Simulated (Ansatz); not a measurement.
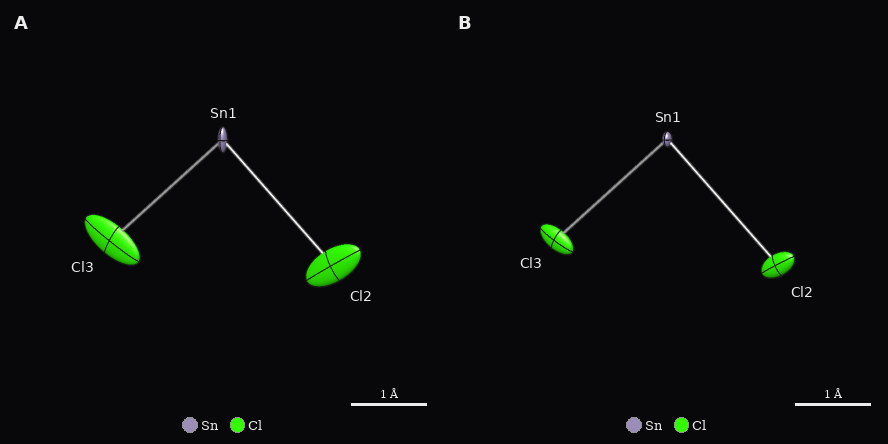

Displacement ellipsoids at the 50 % level, scaled by 3, from the internal vibrations of the free molecule (harmonic, no overall translation or rotation; no half-axis is drawn under 0.075 Å). Vibrations computed with RKS PBE0-D4/def2-TZVP, core potentials on Sn (Ansatz 0.2.0). One panel is for 200 K, the other for 600 K.

**Which panel is for 600 K?**

A.

**How much does the mean-square displacement of Cl3 grow, and why?**

U_eq goes from 0.0018 to 0.0047 Å², a factor of 2.7. Modes below kT (417 cm⁻¹ at 600 K) grow about in proportion to T, and the lowest lies at 121 cm⁻¹; the mean-square amplitude of a mode is its zero-point value times coth(ħω/2kT), which comes close to 1 only above about 3kT.
